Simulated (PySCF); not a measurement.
C₄H₂FN, SMILES `N#CC1C=C1F`.

Level of theory: PBE0/aug-cc-pVDZ (PySCF), at a geometry from GFN2-xTB. No frequency check shows the geometry to be a minimum.

Geometry (Å), atoms numbered from 1:

```
N1      -2.4609    0.5484   -0.3157
C2      -1.4843    0.1105    0.0897
C3      -0.2683   -0.4359    0.5976
C4       0.6568   -1.2234   -0.3451
C5       1.0388   -0.0350   -0.0150
F6       1.9025    0.9453   -0.0602
H7      -0.3208   -0.7018    1.6517
H8       0.7666   -2.1417   -0.8637
```

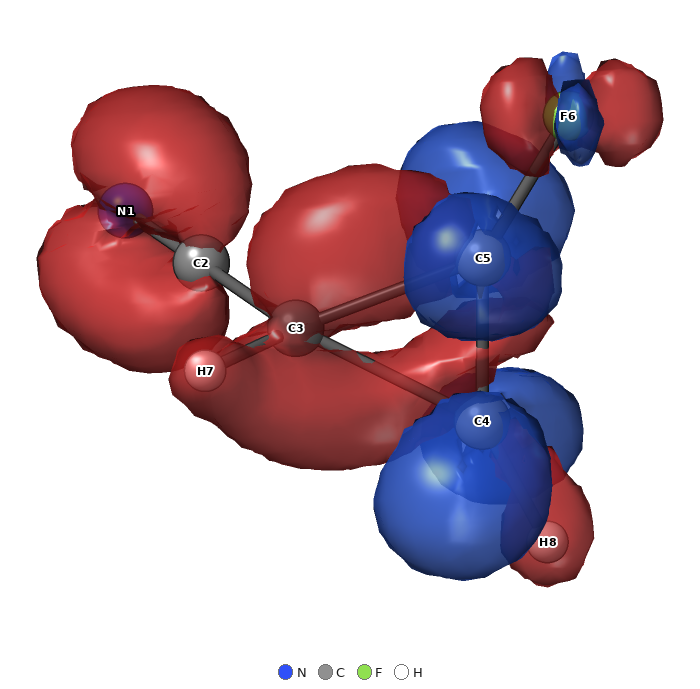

Unrelaxed difference density of S₂ less the ground state (TDA singlet states), ±0.03 e/Å³; blue: gain, red: loss.

**How does the charge move on excitation?**

0.60 e is displaced in all, of which about 0.3 e passes between atoms: N1 (0.17 e) and C3 (0.10 e) lose electrons and C4 (0.16 e) and C5 (0.13 e) gain them. The state: 6.94 eV (179 nm), f = 0.026; the leading pair carries 82 %; hole on N1 (23 %), C3 (19 %) and C5 (16 %), electron on C4 (31 %), C5 (29 %) and H8 (9 %) (shares are of the whole state, not of the leading pair alone); their centroids lie 1.1 Å apart.
